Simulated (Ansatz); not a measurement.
# AsBH4O2: the cost of one run

Method: PBE0-D4/def2-TZVP structures, single points in def2-TZVPP, no counterpoise correction; program: Ansatz 0.2.0, Gaussian basis.

Levels: SPW92, PBE-D4, BLYP-D4, r2SCAN-D4, B97M-V, PBE0-D4, B3LYP-D4, r2SCAN0-D4, BHLYP-D4, CAM-B3LYP-D4, wB97X-V, wB97M-V, B2PLYP, PBE-QIDH, RPA on PBE, Hartree-Fock, MP2, CCSD, CCSD(T).

Correlated methods freeze the cores. Filled d shells of the heavier atoms are correlated. B3LYP uses VWN-RPA correlation. B2PLYP carries no dispersion term here.

94 further runs of the same task are left out: 94 set aside as unsound or not needed.

## Step 1: The system as given

The complex: 11 atoms, charge 0, spin multiplicity 1.

Atoms are counted from 1 here; the program's logs count them from 0.

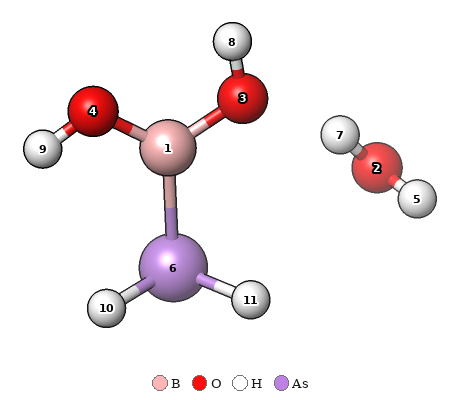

The starting geometry (boron pink, oxygen red, hydrogen white, arsenic purple); atoms are numbered from 1 in the order of the file.

Geometry (Å):

```xyz
11
charge 0, multiplicity 1
B     0.3436   -0.5260   -0.7481
O     0.3672    1.7642    2.0532
O     0.8077    0.7509   -0.6195
O     0.7792   -1.2426   -1.8193
H    -0.3984    2.3390    1.9961
As   -0.8444   -1.2899    0.7430
H     0.6167    1.5868    1.1375
H     1.4136    0.9930   -1.3291
H     0.4071   -2.1237   -1.8845
H    -1.6704   -2.1202   -0.2364
H    -1.8221   -0.1313    0.7071
```

Its parts: AsBH4O2 holds atoms 1, 3, 4, 6, 8, 9, 10, 11; H2O holds atoms 2, 5, 7. Each part counts its atoms afresh in its own runs.

## Step 2: Relaxing AsBH4O2 alone

Contents of relax-a/in.yaml:

```yaml
crystal:
  periodic: [false, false, false]
  atoms:
    - {symbol: B, position_ang: [0.343640, -0.525966, -0.748112]}
    - {symbol: O, position_ang: [0.807716, 0.750870, -0.619463]}
    - {symbol: O, position_ang: [0.779169, -1.242644, -1.819331]}
    - {symbol: As, position_ang: [-0.844394, -1.289947, 0.743024]}
    - {symbol: H, position_ang: [1.413612, 0.993008, -1.329061]}
    - {symbol: H, position_ang: [0.407053, -2.123710, -1.884493]}
    - {symbol: H, position_ang: [-1.670450, -2.120210, -0.236408]}
    - {symbol: H, position_ang: [-1.822100, -0.131337, 0.707097]}
basis:
  gaussian: {orbitals: def2-TZVP}
hamiltonian: {xc: pbe0, dispersion: d4}
relax: {f_tol: 0.005, max_steps: 200}
```

Run with:

```bash
$ ansatz run in.yaml --threads 8 --pin off --events-out ev --progress --plain --max-ram 19148MiB
```

**Question.** How long does this run take on 8 threads of Arm Neoverse V1, shared host?

About 16 s.
